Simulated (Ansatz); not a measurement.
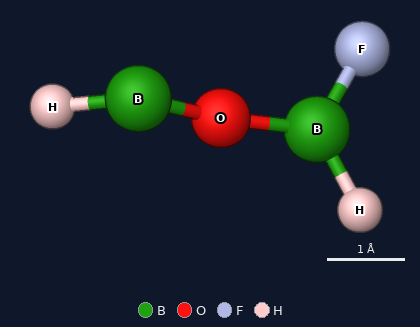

Figure 1. The structure (ball-and-stick view, seen at a tilt).

## Run report: B$_{2}$H$_{2}$OF, single-point calculation

- system: B$_{2}$H$_{2}$OF, multiplicity 2, SMILES [BH]OBF
- method: UKS wB97M-V/def2-TZVPP (Ansatz 0.2.0)

The geometry is a minimum found at another level. The geometry comes from this level: PBE0-D4/def2-TZVP.

## What the program printed
```
Functional definition: wB97M-V
  name "wB97M-V"
  cite "Mardirossian & Head-Gordon, J. Chem. Phys. 144, 214110 (2016) doi:10.1063/1.4952647"
  cite "Becke, J. Chem. Phys. 107, 8554 (1997) doi:10.1063/1.475007"
  cite "Vydrov & Van Voorhis, J. Chem. Phys. 133, 244103 (2010) doi:10.1063/1.3521275"
  # Of w^i u^j: cxij and so on, Table III.
  parameter omega = 0.3/bohr
  parameter cx = 0.15
  parameter cx01 = 1.007
  parameter cx10 = 0.259
  parameter css00 = 0.443
  parameter css04 = -1.437
  parameter css10 = -4.535
  parameter css20 = -3.390
  parameter css43 = 4.278
  parameter cos00 = 1.000
  parameter cos10 = 1.358
  parameter cos20 = 2.924
  parameter cos21 = -8.812
  parameter cos60 = -1.390
  parameter cos61 = 9.142
  parameter b = 6.0
  parameter c = 0.01
  gx(w, u) = 1 - cx + cx01*u + cx10*w
  gss(w, u) = css00 + css04*u^4 + css10*w + css20*w^2 + css43*w^4*u^3
  gos(w, u) = cos00 + cos10*w + (cos20 + cos21*u)*w^2 + (cos60 + cos61*u)*w^6
  exchange = spin_sum(e_x_unif_sr(omega)*gx(b97_w, b97_u_x)) + cx*exact_x_sr(omega) + exact_x_lr(omega)
  correlation = spin_sum(e_c_pw_mod_same_spin*gss(b97_w, b97_u_same))
      + integral(e_c_pw_mod_opposite_spin*gos(b97_w_opposite, b97_u_opposite)) + vv10(b, c)
763 factors; their error is unknown
188 factors; integrals over basis functions are off by at most 1.4e-5 eV
mean field evaluation 1: about -6147.2584 eV, gradient 3.4e1 eV
mean field evaluation 2: about -6146.7216 eV, gradient 3.9e1 eV
mean field evaluation 4: about -6151.0593 eV, gradient 1.9e0 eV
mean field evaluation 8: about -6151.0780 eV, gradient 5.1e-2 eV
mean field evaluation 16: about -6151.0838 eV, gradient 2.7e-4 eV
mean field -6151.08377414 eV, -226.0481593452 hartree, gradient 6.5e-5 eV, S^2 0.751674; 0 other end points of the search recorded, 0 dependent functions left out
reference -6151.08382227 eV, -226.0481611142 hartree; 15, 14 occupied and 137, 138 virtual orbitals, 763 factors
Total energy: -6151.08382227 eV, -226.0481611142 hartree
```

This output came from the following input.

## The input
```yaml
crystal:
  periodic: [false, false, false]
  atoms:
    - {symbol: B, position_ang: [-0.533669, 1.004185, -1.159186]}
    - {symbol: O, position_ang: [-0.126450, 0.156736, -0.238830]}
    - {symbol: B, position_ang: [0.215354, -0.472485, 0.898034]}
    - {symbol: F, position_ang: [1.416512, -0.251638, 1.402502]}
    - {symbol: H, position_ang: [-0.437466, 0.790097, -2.336440]}
    - {symbol: H, position_ang: [-0.534281, -1.226885, 1.433920]}
basis:
  gaussian: {orbitals: def2-TZVPP}
magnetization: {spin_polarized: true, initial_magnetization: 1}
hamiltonian: {xc: {name: wB97M-V}}
```

Launched with:
```bash
ansatz run in.yaml --threads 2 --pin off --events-out ev --progress --plain --max-ram 4352MiB
```

## Results in brief

```csv
quantity,value
outcome,converged
total energy,−6151.0838 eV
⟨S²⟩,0.752
SCF solution under orbital rotations,stable
hardware,"2 threads of Arm Neoverse V1, 23 GiB of memory available, shared host"
wall time,8.5 s (CPU time 16 s)
peak memory,0.43 GiB
```
